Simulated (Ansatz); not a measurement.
# Which site? a vacancy of Al in glassy 60SiO2-30Al2O3-5Li2O-5TiO2 (mol %) (72 atoms): runs compared

At which site of glassy 60SiO2-30Al2O3-5Li2O-5TiO2 (mol %) (72 atoms) does a vacancy of Al cost least, and what about the site decides it?

Computed with Ansatz 0.2.0: Kohn-Sham DFT, revPBE, PAW (set soft_2), plane waves.

**1. The cell as built**

The cell holds 72 atoms: 12 Si, 12 Al, 2 Li, 1 Ti and 45 O. Cell: a = 9.574 Å, b = 9.574 Å, c = 9.574 Å, α = 90.0°, β = 90.0°, γ = 90.0°. 72 atoms (12 Si, 12 Al, 2 Li, 1 Ti, 45 O) placed at random at 2.57 g/cm³, melted at 4000 K for 10 ps at fixed volume with the Morse and Coulomb pair potential with partial charges (Pedone, Malavasi, Menziani, Cormack and Segre, J. Phys. Chem. B 110, 11780 (2006)). Quenched from 4000 K to 300 K at 20 K/ps and fixed volume, held 10 ps at zero pressure.

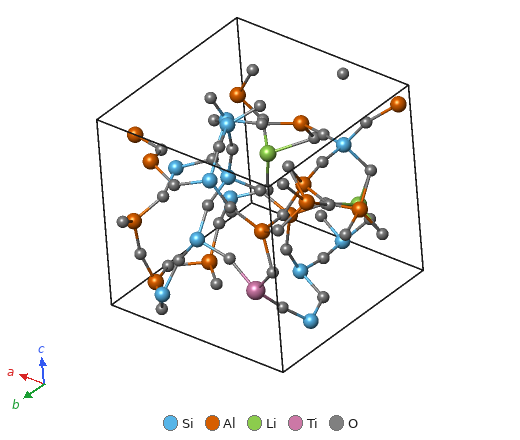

The cell as built. Bonds to atoms that aren't drawn are left out. Some periodic images of atoms are drawn too.

What the set-up can't give: The quench rate of 20 K/ps is many orders above laboratory rates, so the cell is likely richer in defects and strain than a real sample. The network of bonds at the start is that of the classical potential that made the cell, and needn't be the one that DFT or experiment would give. The Brillouin zone is sampled at Γ only, in a cell whose shortest periodic width is 10 Å.

**2. The reference run**

The reference is a single point at the end of the relaxation.

Every defect cell starts from the geometry of this run and is relaxed in the fixed cell.

Its input, with most atom lines left out:

```yaml
crystal:
  lattice:
    - [9.57354, 0.0, 0.0]
    - [0.0, 9.57354, 0.0]
    - [0.0, 0.0, 9.57354]
  atoms:
    - { symbol: Si, position: [0.55905, 0.87109, 0.44069] }
    - { symbol: Si, position: [0.43998, 0.89628, 0.83426] }
    - { symbol: Si, position: [0.67377, 0.98377, 0.17921] }
    - { symbol: Si, position: [0.57368, 0.61765, 0.92789] }
    - { symbol: Si, position: [0.92543, 0.57695, 0.52223] }
    - { symbol: Si, position: [0.61372, 0.58109, 0.5963] }
    - { symbol: Si, position: [0.37526, 0.42493, 0.10109] }
    [... atom lines 8 to 72 left out ...]
kpoints:
  mp_grid: { grid: [1, 1, 1] }
hamiltonian:
  xc: revpbe
scf:
  occupations: { method: gaussian, width: 0.025 }
output:
  forces: true
  stress: true
  populations: true
  dos:
    method: { smearing: { sigma: 0.15 } }
    de: 0.1
    projected: { site_lists: { Al: [Al], Li: [Li], O: [O], Si: [Si], Ti: [Ti] } }
  eigenvalues: true
  write_density: true
  write_potential: true
  volumetric_format: npy
  elf: true
```

- free energy per atom: -593.3425 eV/atom
- r.m.s. force component: 0.01357 eV/Å
- pressure: 5.13 GPa

Filled and empty levels are parted by 2.51 eV (at Γ alone); a semilocal functional tends to put such gaps too low. In a disordered cell it changes from sample to sample, and tail or defect levels can set it.

**3. The runs**

Each row is one run, on 4 threads of Intel Xeon Platinum 8488C (Sapphire Rapids), shared host. The free energy is the program's total, comparable only between runs with the same functional, potentials and atoms.

| run | atoms | outcome | ionic steps, all passes | free energy (eV) | time | host memory (GiB) |
| --- | --- | --- | --- | --- | --- | --- |
| Single point at the start | 72 | converged | - | -42715.352 | 4 s | 1.1 |
| Relaxation | 72 | converged | 29 | -42720.657 | 93 s | 1.1 |
| Single point at the relaxed geometry | 72 | converged | - | -42720.657 | 7.3 s | 1.1 |
| Vacancy of Al, site Al17 | 71 | converged | 42 | -42171.829 | 7.6 min | 1.6 |
| Vacancy of Al, site Al16 | 71 | converged | 59 | -42172.164 | 10 min | 1.7 |
| Vacancy of Al, site Al18 | 71 | converged | 21 | -42169.614 | 4 min | 1.6 |
| Vacancy of Al, site Al21 | 71 | converged | 35 | -42170.822 | 6.9 min | 1.7 |
| Vacancy of Al, site Al13 | 71 | converged | 11 | -42171.779 | 2 min | 1.6 |
| Vacancy of Al, site Al23 | 71 | converged | 26 | -42170.459 | 5.1 min | 1.7 |

The surroundings of site Al16, the cheapest one, after relaxation: 11 atoms, nearest first, with positions taken from that point. Atoms keep their numbers of the cell before the removal, where the removed atom was number 16.

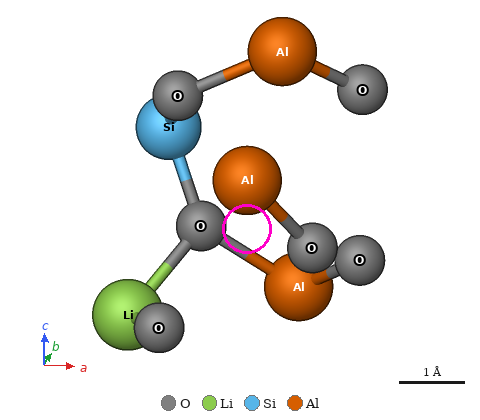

The atoms of the table, within 2.9 Å (arrows a, b, c point along x, y, z); some may hide others. A ring marks the centre wherever it is empty.

| atom | x | y | z | distance (Å) | bonds | moment (μB) |
| --- | --- | --- | --- | --- | --- | --- |
| O31 | -0.99 | 1.63 | -0.47 | 1.97 | 3 | 0.01 |
| O41 | 1.28 | -1.49 | 0.20 | 1.97 | 2 | 0.52 |
| O50 | 1.58 | 1.11 | -0.68 | 2.05 | 3 | 0.27 |
| O45 | -1.12 | -1.24 | -1.32 | 2.13 | 2 | 0.66 |
| O69 | -1.21 | 0.45 | 1.92 | 2.31 | 3 | 0.00 |
| Li26 | -1.90 | 0.45 | -1.63 | 2.54 | 4 | 0.00 |
| Si12 | -1.59 | 1.91 | 1.00 | 2.68 | 4 | 0.00 |
| Al19 | 0.45 | 2.23 | -1.49 | 2.72 | 5 | 0.00 |
| Al22 | 0.41 | 0.37 | 2.77 | 2.82 | 4 | 0.00 |
| O67 | 1.51 | 1.36 | 1.97 | 2.83 | 2 | 0.01 |
| Al13 | 0.39 | -2.42 | 1.46 | 2.85 | 5 | 0.00 |

The column of bonds counts only the pairs O-Si within 2.12 Å, O-Al within 2.43 Å, O-Li within 2.48 Å, O-Ti within 2.64 Å; other neighbours, such as metal atoms beside each other in a compound, aren't counted, and periodic images can show an atom twice.

**4. The sites compared**

All these cells hold the same atoms, so their energies can be compared with no chemical potential.

| site | neighbours | mean distance (Å) | atoms within 6 Å | energy over the best site (eV) | before relaxation (eV) | gain on relaxing (eV) | moment (μB) |
| --- | --- | --- | --- | --- | --- | --- | --- |
| Al16 | O6 | 1.97 | 77 | 0.00 | 0.97 | 3.29 | 3.0 |
| Al17 | O4 | 1.77 | 71 | 0.34 | 0.00 | 1.98 | 3.0 |
| Al13 | O5 | 1.89 | 77 | 0.39 | 0.03 | 1.96 | 3.0 |
| Al21 | O4 | 1.74 | 80 | 1.34 | 1.56 | 2.53 | 3.0 |
| Al23 | O4 | 1.77 | 73 | 1.71 | 0.80 | 1.41 | 3.0 |
| Al18 | O4 | 1.79 | 70 | 2.55 | 1.63 | 1.39 | 3.0 |

Neighbours are those of the relaxed host within 2.49 Å (O-Al); other pairs aren't counted.

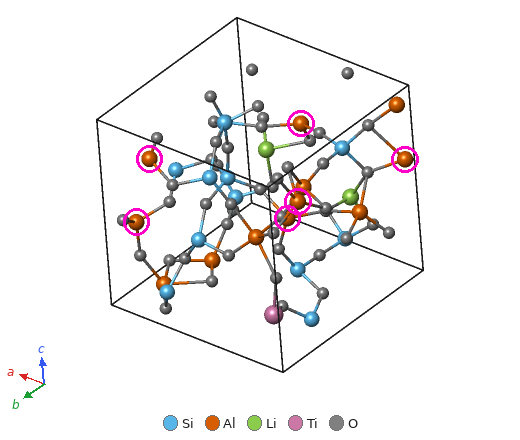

The relaxed cell with the tried sites ringed. Bonds to atoms that aren't drawn are left out. Some periodic images of atoms are drawn too.

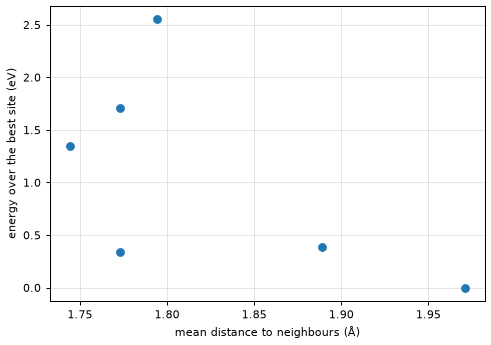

Site energy against the site's surroundings.

**5. Findings**

The cheapest site is Al16 (6 neighbours, O6); the dearest, Al18 (4 neighbours, O4), costs 2.6 eV more. By coordination the energies over the best site are 0.34 to 2.55 eV with 4 neighbours, 0.39 eV with 5 neighbours and 0.00 eV with 6 neighbours. The chemistry differs between sites, which can decide the order more than coordination does: at Al21 Li moved to within 0.2 Å of the empty place. At Al21 (largest move 3.7 Å) other atoms changed place, so the end state is more than the plain defect. Relaxation changes the order: the best site before relaxing was Al17.

Caveats: Defects are neutral and interact with their images. The reference ran with gaussian smearing of 0.025 eV, but 6 of the 6 defect cells with fermi-dirac smearing of 0.025 eV, spin polarised. In a disordered cell the relaxation can also rearrange atoms far from the site. In the spin-polarised runs the search for a state of lower energy was switched off. Only 6 of the 12 Al sites were tried; unless symmetry makes the others alike to these, a cheaper one may exist. A local or semilocal functional tends to spread out the unpaired spin of such defects. The pressure of 5.1 GPa says that the cell would expand at this level of theory.

The DFT runs together took 37 min of wall time.

[Logs are printed without paths, hosts, clocks, repeated set-up lines and the standing remarks that a program may print on its own settings, such as how far it seeks lower states.]

[Hosts, paths, dates, database ids (printed as entryN), source tags and the programs' standing remarks are cut or masked in the printed files.]
